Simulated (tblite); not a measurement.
# Molecular dynamics, with input and output: BNH6

The run: molecular dynamics of BNH6 (borane ammonia). Method and program: GFN2-xTB Langevin dynamics, gas phase (tblite 0.8.0).

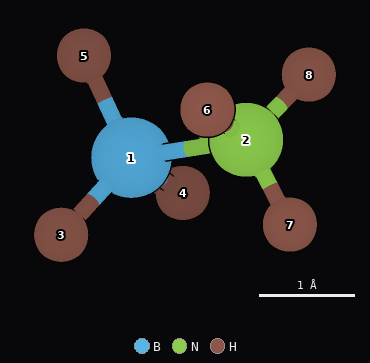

**Figure 1.** The input geometry (ball-and-stick view, seen at a tilt; atoms are numbered from 1 in the order of the input). Bond lengths as drawn: B–H 1.19 Å, B–N 1.66 Å and H–N 1.01 Å.

Key numbers

| quantity | value |
| --- | --- |
| outcome | finished |
| mean temperature over the second half | 386 K |
| trajectory | 25 frames kept, 12600 fs |
| hardware | 1 CPU thread, shared host |
| wall time | 18 s |
| peak memory | 0.33 GiB |

Input file
```
{"job": {"dt": 1.5, "steps": 8000, "equilibration": 400, "friction": 0.005, "h_mass": 4.0, "temperature": 400, "xc": "GFN2-xTB", "basis": "xTB", "kind": "md"}, "charge": 0, "multiplicity": 1}
B      0.830342    -0.084073    -0.008577
N     -0.818443     0.093833    -0.015905
H      1.246775     0.764227    -0.732782
H      1.033906    -1.184959    -0.413705
H      1.162479     0.064819     1.125076
H     -1.046543     1.020875     0.322480
H     -1.151351    -0.026232    -0.964891
H     -1.220936    -0.610840     0.590044
```

The first line tells a small driver script what to run in tblite; the rest is the geometry in Å.

Launch command:
```bash
OMP_NUM_THREADS=1 python <driver script> task.json out
```

What the program printed
```
t/fs     T/K   E - E0/eV
     0.0    471.4     0.0000
   525.0    405.6     0.2463
  1050.0    419.9     0.2717
  1575.0    276.6     0.1785
  2100.0    478.3     0.3739
  2625.0    466.0     0.3685
  3150.0    566.4     0.3428
  3675.0    489.6     0.3876
  4200.0    279.6     0.1558
  4725.0    198.7     0.2428
  5250.0    323.5     0.3106
  5775.0    319.1     0.4152
  6300.0    365.4     0.2130
  6825.0    419.1     0.3509
  7350.0    459.4     0.3387
  7875.0    589.0     0.2928
  8400.0    329.2     0.1742
  8925.0    615.3     0.1823
  9450.0    398.7     0.5329
  9975.0    361.8     0.4718
 10500.0    361.6     0.1533
 11025.0    278.3     0.4777
 11550.0    379.7     0.3733
 12075.0    174.7     0.1886
 12600.0    287.5     0.3117
```

Trajectory as extended XYZ (Å, eV, eV/Å), 25 frames, from step=0 to step=8400
```
8
Properties=species:S:1:pos:R:3:forces:R:3 step=0 time_fs=0.0 energy=-195.98815 temperature=471.4
B     0.8303   -0.0841   -0.0086   -0.0010   0.0000   0.0020
N    -0.8184    0.0938   -0.0159   -0.0010   0.0000  -0.0020
H     1.2468    0.7642   -0.7328    0.0000   0.0010   0.0010
H     1.0339   -1.1850   -0.4137    0.0010  -0.0010  -0.0010
H     1.1625    0.0648    1.1251    0.0010   0.0010  -0.0010
H    -1.0465    1.0209    0.3225    0.0030  -0.0010  -0.0010
H    -1.1514   -0.0262   -0.9649   -0.0010   0.0010   0.0000
H    -1.2209   -0.6108    0.5900   -0.0020  -0.0010   0.0010
8
Properties=species:S:1:pos:R:3:forces:R:3 step=350 time_fs=525.0 energy=-195.74190 temperature=405.6
B    -0.3417   -0.9794   -0.1280   -0.3940   0.1910  -0.1020
N    -1.5398    0.2596   -0.6467    0.7500   0.2410   2.2260
H     0.5664   -0.3854    0.3804   -0.4030  -0.0140  -0.0530
H    -0.0272   -1.5451   -1.1022    0.0760  -0.0200  -0.4130
H    -0.9715   -1.7055    0.5902    0.0990   0.4160   0.0060
H    -1.5569    0.7799    0.2488   -0.2130  -0.5900  -0.4450
H    -1.2333    0.9702   -1.2890   -0.0690  -0.3530  -0.7860
H    -2.4439   -0.1715   -0.7811    0.1560   0.1290  -0.4320
8
Properties=species:S:1:pos:R:3:forces:R:3 step=700 time_fs=1050.0 energy=-195.71643 temperature=419.9
B    -1.5958   -0.0293   -0.5811   -0.0030  -0.0030   0.0670
N    -2.5720    1.2508   -0.1560   -0.6660  -1.6060   3.2080
H    -0.5338    0.4297   -0.7042    0.6130   0.3160  -0.0280
H    -1.9441   -0.5480   -1.5848   -0.4460   0.2320  -0.1890
H    -1.6674   -0.7715    0.3098    0.0330  -0.4400   0.6080
H    -2.1271    1.9747    0.4027    0.0900  -0.3110  -0.0010
H    -2.8755    1.6029   -0.9771   -0.9010   1.5560  -3.3640
H    -3.4485    0.9161    0.3252    1.2790   0.2550  -0.3010
8
Properties=species:S:1:pos:R:3:forces:R:3 step=1050 time_fs=1575.0 energy=-195.80966 temperature=276.6
B    -1.9978    0.7648    1.3505   -0.5290   0.4370   1.1400
N    -2.5329   -0.3388    2.6225   -0.7940   0.5170   0.5850
H    -1.7291    1.8431    1.8853   -0.0130  -0.9080  -0.1950
H    -3.0290    0.8384    0.7826    0.0330   0.0350  -0.4580
H    -1.1042    0.2109    0.8282    0.0310  -0.0520  -0.0750
H    -1.7950   -0.7423    3.1735    0.5770  -0.0060   0.0590
H    -3.1912    0.1039    3.3016    0.6310  -0.1520  -0.8750
H    -3.0331   -1.1010    2.1754    0.0630   0.1290  -0.1810
8
Properties=species:S:1:pos:R:3:forces:R:3 step=1400 time_fs=2100.0 energy=-195.61421 temperature=478.3
B    -1.3962    0.6648    3.3662    1.7240   1.1960  -0.0710
N    -2.5581   -0.3146    3.0608   -0.4930   0.2630   2.3840
H    -1.0269    1.1307    2.2591    0.0070  -0.5980   0.8870
H    -0.5817    0.0905    4.0513    0.1170   0.0050  -0.6170
H    -1.7934    1.5723    4.0258   -0.3900   0.1110   0.0650
H    -2.8516   -0.7753    3.9137    0.1700  -0.4280  -0.0800
H    -3.2539    0.3166    2.8301   -1.8540   1.4800  -0.6370
H    -2.4087   -0.8722    2.2978    0.7190  -2.0290  -1.9310
8
Properties=species:S:1:pos:R:3:forces:R:3 step=1750 time_fs=2625.0 energy=-195.61963 temperature=466.0
B    -0.3282    1.0134    2.1900   -0.4680  -0.7970  -0.0120
N    -1.5332   -0.0967    2.0095    1.4630  -2.1400  -0.3010
H     0.5699    0.3378    1.9730    1.3940  -0.1030  -0.2300
H    -0.4472    1.3432    3.2954    0.0730   0.3800   0.7110
H    -0.6534    1.7839    1.4158    0.2480   1.1730  -0.8940
H    -2.2765    0.5059    1.9328   -2.2540   1.0250  -0.0210
H    -1.4760   -0.7863    1.2447    0.0180   0.7260   0.2650
H    -1.4363   -0.5937    2.8709   -0.4720  -0.2630   0.4830
8
Properties=species:S:1:pos:R:3:forces:R:3 step=2100 time_fs=3150.0 energy=-195.64532 temperature=566.4
B     0.2733    2.1484    1.7929    1.6250   0.5620   0.4170
N    -0.5948    2.2949    0.3672   -0.1500  -0.8140   1.2440
H     1.5168    1.7977    1.5580   -1.7170   0.3490  -0.0470
H    -0.2547    1.3941    2.5349   -0.1640  -0.2550  -0.2570
H     0.2717    3.2541    2.2775    0.0330  -0.1840  -0.1570
H    -1.5765    2.4362    0.6968    1.3670   0.2730  -0.9000
H    -0.0790    2.9739   -0.1830   -0.7530  -0.0370   0.1150
H    -0.4439    1.3461    0.0574   -0.2420   0.1060  -0.4160
8
Properties=species:S:1:pos:R:3:forces:R:3 step=2450 time_fs=3675.0 energy=-195.60052 temperature=489.6
B     2.7180    4.8540    3.0128   -1.0450   0.8720  -0.6220
N     2.0842    4.8194    1.4315   -2.0380   0.3840  -0.3180
H     2.4163    3.7798    3.3143   -0.4350  -0.5410   0.8260
H     2.2898    5.8404    3.5909    0.1020  -0.7780  -0.3180
H     3.7928    4.8805    2.7005    2.1880   0.3850   0.1560
H     2.0102    5.6605    0.8256    0.2450  -0.4660   0.7800
H     2.6135    4.1208    0.9137   -0.3940  -0.0250   0.2600
H     1.1023    4.5228    1.6724    1.3780   0.1690  -0.7640
8
Properties=species:S:1:pos:R:3:forces:R:3 step=2800 time_fs=4200.0 energy=-195.83234 temperature=279.6
B     5.5809    4.9202    2.8893   -0.2030   0.1630   0.7220
N     4.4715    4.9612    1.7060   -0.8380  -1.6090   0.3180
H     5.0919    4.2707    3.7836    0.2520  -0.1100  -0.2920
H     5.7221    6.0511    3.2806    0.0740  -0.1610  -0.2790
H     6.5029    4.4472    2.3549    0.6890  -0.1730   0.1220
H     4.6281    5.7623    1.1644   -0.0090   1.4140  -0.6410
H     4.5229    4.1561    1.0629   -0.1100   0.2950   0.6830
H     3.6053    4.9600    2.2459    0.1430   0.1800  -0.6330
8
Properties=species:S:1:pos:R:3:forces:R:3 step=3150 time_fs=4725.0 energy=-195.74540 temperature=198.7
B     7.1676    4.7411    1.9816   -1.4010   0.5320   0.5330
N     5.7854    4.8892    0.9925   -0.4950  -1.9800  -0.0910
H     6.6158    4.0865    2.8535    0.9040  -0.1250  -0.2520
H     7.2773    5.8836    2.3769    0.4440  -0.4460  -0.2330
H     8.0180    4.2698    1.2886   -0.1920   0.1230   0.3750
H     4.9358    5.0249    1.5619    0.7130   0.1370  -0.3740
H     5.9171    5.6365    0.3315   -0.0830  -0.0800  -0.2970
H     5.7076    3.9174    0.5655    0.1090   1.8400   0.3390
8
Properties=species:S:1:pos:R:3:forces:R:3 step=3500 time_fs=5250.0 energy=-195.67751 temperature=323.5
B     6.5878    3.4960    1.6612   -1.1530  -1.5780  -0.9450
N     5.3165    4.5412    1.7196    0.3500   0.5400   0.6330
H     6.4083    2.8177    2.6346    0.2790  -0.0430  -0.2290
H     7.5251    4.1405    1.6689    1.1550   0.6260   0.1130
H     6.4764    2.8757    0.5855    0.0490   0.3210   0.8860
H     4.7848    4.3397    2.5517   -0.6350  -0.3260  -0.3010
H     5.8341    5.3536    1.9672    0.4860   0.9060   0.1740
H     4.8147    4.7916    0.8891   -0.5320  -0.4460  -0.3310
8
Properties=species:S:1:pos:R:3:forces:R:3 step=3850 time_fs=5775.0 energy=-195.57297 temperature=319.1
B     5.7054    3.5795    1.8390   -0.0940   1.4280   0.5330
N     4.1635    4.1796    1.7055   -1.1990   0.5220   0.1830
H     6.3587    4.5145    2.3577   -0.4750  -0.8920  -0.3770
H     5.9441    3.3837    0.7234    0.5200  -0.1640  -0.6930
H     5.5558    2.6456    2.4771    0.2920  -0.9950   0.7270
H     3.5246    4.1985    2.5740    1.5890   0.6350  -1.5920
H     4.4355    5.0302    1.1952   -0.6430   0.0810   1.1830
H     3.6256    3.6954    0.9970    0.0100  -0.6150   0.0360
8
Properties=species:S:1:pos:R:3:forces:R:3 step=4200 time_fs=6300.0 energy=-195.77513 temperature=365.4
B     3.8518    2.7609    1.4196    0.2010   1.5620  -0.3940
N     3.5342    3.6007    2.8628   -1.6610   0.3930   0.2520
H     4.7179    3.3668    0.8343    0.0290  -0.1180   0.4180
H     2.8606    2.9170    0.7983   -0.3880  -0.3300   0.0240
H     4.1566    1.6891    1.7060    0.0450  -0.7190   0.2780
H     4.3446    3.7178    3.4677   -0.2400  -0.6780   0.0740
H     3.2008    4.5751    2.7212    0.2200  -0.8050  -0.3680
H     2.6932    3.0862    3.2663    1.7940   0.6950  -0.2840
8
Properties=species:S:1:pos:R:3:forces:R:3 step=4550 time_fs=6825.0 energy=-195.63723 temperature=419.1
B     1.6906    1.7164    1.5112   -0.1670  -0.7940  -0.7240
N     3.1850    1.6683    2.1719    1.5740  -2.1420  -1.2220
H     0.9780    0.9082    2.0917    0.2020   1.0260   0.1530
H     1.7945    1.2450    0.3779    0.2420   0.4500   0.4390
H     1.5523    2.9185    1.4710   -0.7370  -0.5180   0.2500
H     3.2752    1.8935    3.1360   -0.2680   0.0810   0.9120
H     3.7448    0.7581    1.9784   -1.2480   1.7110   0.4100
H     3.6063    2.4093    1.6416    0.4010   0.1860  -0.2180
8
Properties=species:S:1:pos:R:3:forces:R:3 step=4900 time_fs=7350.0 energy=-195.64950 temperature=459.4
B     2.6416    0.5957    3.4624   -0.4610   1.4410   2.0030
N     3.8650    1.6814    4.1663    1.7660  -1.7340  -1.9560
H     1.9172    1.4309    3.0725   -0.1390  -0.1240  -0.8300
H     2.1445    0.0922    4.4169    0.0300   0.0070   0.3420
H     3.1874   -0.2002    2.8864    0.7590  -0.5650  -1.3190
H     4.3336    2.2721    3.4725   -0.4720  -0.2230  -0.1010
H     3.5244    2.2597    4.8615   -1.0320   1.0840   1.6980
H     4.6092    1.0688    4.5133   -0.4500   0.1140   0.1630
8
Properties=species:S:1:pos:R:3:forces:R:3 step=5250 time_fs=7875.0 energy=-195.69532 temperature=589.0
B     3.2943   -0.4814    4.2042    1.1370  -0.2560  -1.1110
N     3.4950    0.9701    4.9803   -0.0180  -0.6200   0.3510
H     4.3856   -0.6694    3.6069   -0.6430   0.2410   0.6400
H     2.4952   -0.3097    3.3821   -0.7410   0.2830  -0.5040
H     3.0133   -1.4109    4.8296   -0.0280  -0.2310   0.9290
H     4.4573    0.9095    5.2639    0.1060   0.1630   0.5020
H     3.4417    1.5275    4.1641   -0.0800   0.8130  -0.6360
H     2.8503    1.3093    5.6970    0.2690  -0.3920  -0.1710
8
Properties=species:S:1:pos:R:3:forces:R:3 step=5600 time_fs=8400.0 energy=-195.81396 temperature=329.2
B     4.2305   -1.8069    5.7567    1.5320   0.7660   0.2060
N     3.8668   -0.3537    6.5823   -1.1740   0.6170  -0.5300
H     4.7822   -1.3613    4.7429   -0.4460  -0.4430   0.5480
H     3.2039   -2.3292    5.5674   -0.1560  -0.2710   0.0640
H     5.0767   -2.3748    6.4947   -0.9850   0.4010  -0.6400
H     4.6761    0.2545    6.5431    0.0810  -0.0720  -0.1240
H     3.0633    0.1309    6.0807    1.2560  -0.8490   0.8520
H     3.6359   -0.4909    7.5683   -0.1080  -0.1490  -0.3760
8
Properties=species:S:1:pos:R:3:forces:R:3 step=5950 time_fs=8925.0 energy=-195.80588 temperature=615.3
B     3.7678   -3.4877    5.6491    0.6180   0.3640   1.6500
N     4.8384   -2.3166    6.2647   -0.1640   0.7160   0.5730
H     2.7805   -2.9500    5.9736   -0.7230  -0.2680  -0.0550
H     4.0915   -4.4582    6.2648   -0.3300  -0.0470  -0.1630
H     3.9849   -3.4945    4.5360    0.1700  -0.2140  -1.3210
H     4.8778   -1.6117    5.5286   -0.1660   0.0200   0.4580
H     4.4370   -1.9445    7.1595    0.5980  -0.3780  -1.2330
H     5.7832   -2.6464    6.4181   -0.0010  -0.1940   0.0900
8
Properties=species:S:1:pos:R:3:forces:R:3 step=6300 time_fs=9450.0 energy=-195.45524 temperature=398.7
B     5.1202   -4.2255    5.1032   -1.8340  -0.3900  -0.6110
N     4.7808   -3.0860    6.2971   -1.3800  -1.0420   0.1260
H     4.7215   -5.3452    5.3351   -0.7130   0.5990   0.2720
H     6.2234   -4.3975    5.0582    2.0730   0.4760  -0.4260
H     4.5217   -3.6930    4.1148    0.8710  -0.6700   0.6860
H     5.5149   -2.4015    6.2815   -0.2490   0.3930  -0.2570
H     3.8862   -2.9182    5.8100    0.9510   0.7090   0.7640
H     4.5885   -3.3789    7.2640    0.2810  -0.0750  -0.5540
8
Properties=species:S:1:pos:R:3:forces:R:3 step=6650 time_fs=9975.0 energy=-195.51635 temperature=361.8
B     3.9668   -3.2722    5.2356    2.4350   1.7430  -0.2960
N     2.7191   -2.5330    5.8958   -1.8430  -0.2720  -1.3250
H     3.6663   -4.3356    5.3256   -0.2170  -2.4850   0.4240
H     5.0534   -2.9828    5.9027   -1.4000  -0.2260  -0.8380
H     4.0770   -3.0304    4.0354   -0.1450   0.4000   0.7550
H     2.5506   -1.5557    5.6881    0.1040   0.1400  -0.6000
H     1.9579   -3.1518    5.5035    0.8140   1.2510   0.6130
H     2.6776   -2.5598    6.8830    0.2520  -0.5510   1.2670
8
Properties=species:S:1:pos:R:3:forces:R:3 step=7000 time_fs=10500.0 energy=-195.83486 temperature=361.6
B     4.4063   -2.4480    5.3981   -0.6850  -0.2520  -1.2760
N     3.3383   -3.1865    6.4055   -0.9710  -1.1900  -0.6300
H     4.3645   -1.2974    5.6636    0.1310   0.1420   0.2120
H     3.9356   -2.6215    4.2494    0.5140   0.0240   0.8590
H     5.4352   -2.9810    5.6004    0.2720  -0.0340  -0.1490
H     2.6447   -2.4826    6.5854   -0.2850   0.1400   0.1870
H     2.8507   -4.0567    6.0572    0.8240   1.2010   0.2390
H     3.8468   -3.4244    7.2321    0.2010  -0.0320   0.5590
8
Properties=species:S:1:pos:R:3:forces:R:3 step=7350 time_fs=11025.0 energy=-195.51047 temperature=278.3
B     3.5176   -1.0709    6.3764    1.3230   0.3650   1.7450
N     2.7167   -2.4708    6.6958   -2.2700   3.5050   3.1240
H     3.0459   -0.2713    7.2093    0.2880  -0.3330  -0.9220
H     3.3747   -0.8512    5.2491   -0.0250   0.3390  -0.5170
H     4.7729   -1.3006    6.7183   -1.5980   0.1860  -0.5540
H     1.7664   -2.4062    6.3516    0.0560  -0.0780   0.0180
H     3.2429   -3.1061    6.2599    2.1960  -3.1550  -1.5000
H     2.7367   -2.3834    7.7379    0.0300  -0.8310  -1.3930
8
Properties=species:S:1:pos:R:3:forces:R:3 step=7700 time_fs=11550.0 energy=-195.61484 temperature=379.7
B     5.0907   -0.9181    7.0115    0.0600  -0.6480   1.4670
N     3.6341   -1.6063    6.5398    2.2010  -3.1320   1.5760
H     5.3662   -1.1592    8.2097   -0.9670   0.4160  -0.6180
H     4.9763    0.2171    6.7597    0.1200   0.2980  -0.1320
H     5.9031   -1.5500    6.4880    0.5460  -0.1310  -1.0960
H     2.8951   -1.1551    6.9594   -1.8590   1.1210   1.0820
H     3.5928   -1.6102    5.5768   -0.0840   0.5810  -2.4940
H     3.6411   -2.6428    6.7642   -0.0170   1.4950   0.2140
8
Properties=species:S:1:pos:R:3:forces:R:3 step=8050 time_fs=12075.0 energy=-195.79951 temperature=174.7
B     5.7539   -0.0520    6.5209    0.7490   0.7010   0.1380
N     4.1417    0.2027    6.3464   -0.2060   0.0200  -0.6610
H     6.1653    0.7241    7.4376   -0.4450  -1.0030  -0.8710
H     6.1779    0.2601    5.4309    0.0000   0.2420   0.2810
H     5.9645   -1.2267    6.6281   -0.2530   0.2480   0.5060
H     3.9762    1.1540    6.0417    0.1530   0.3300   0.3800
H     3.9429   -0.3371    5.5121   -0.1920  -0.4290   0.2000
H     3.5200   -0.0324    7.1137    0.1940  -0.1080   0.0270
8
Properties=species:S:1:pos:R:3:forces:R:3 step=8400 time_fs=12600.0 energy=-195.67649 temperature=287.5
B     6.7853   -0.5548    6.4749    1.3500   0.6560  -1.1070
N     5.3926   -0.9055    5.6970   -1.0110  -0.0930   0.0910
H     6.9941   -0.9737    7.5633   -0.7930  -0.0660   0.0350
H     6.6475    0.6539    6.3775    0.6040  -0.2500   0.5200
H     7.7316   -0.9676    5.7698   -0.8160   0.3860   0.2210
H     4.6584   -0.7280    6.4035    0.4350  -0.2670  -0.6630
H     5.2845   -0.2442    4.9223    0.1540  -0.0330   0.4840
H     5.2895   -1.8166    5.2612    0.0760  -0.3340   0.4190
```

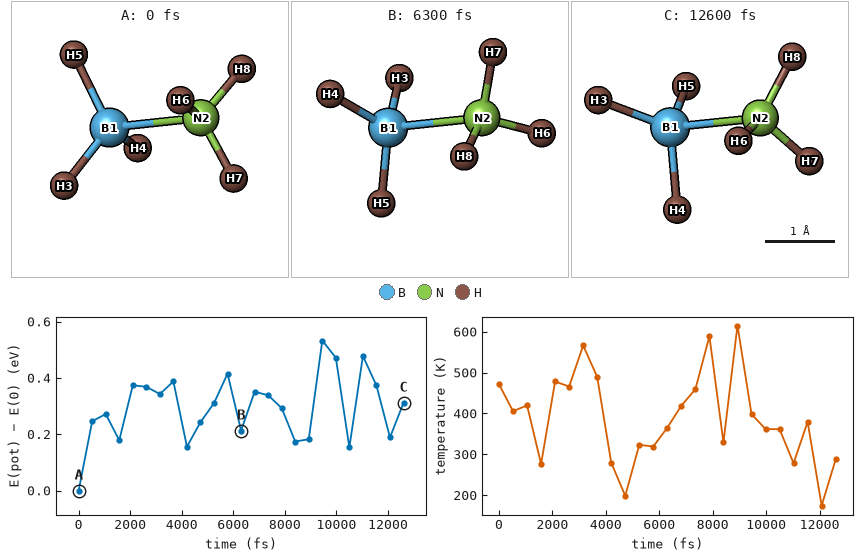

**Figure 2.** Frames of the molecular dynamics (ball-and-stick, seen at a tilt) above the curves, on which the letters mark them. The trajectory kept here has 25 frames over 12600 fs. The temperature starts at 471 K, ranges from 175 to 615 K and averages 386 K over the second half. The potential energy ends 0.312 eV above its first value. After an unweighted best fit of the last frame on the first, the root-mean-square displacement is 0.79 Å.
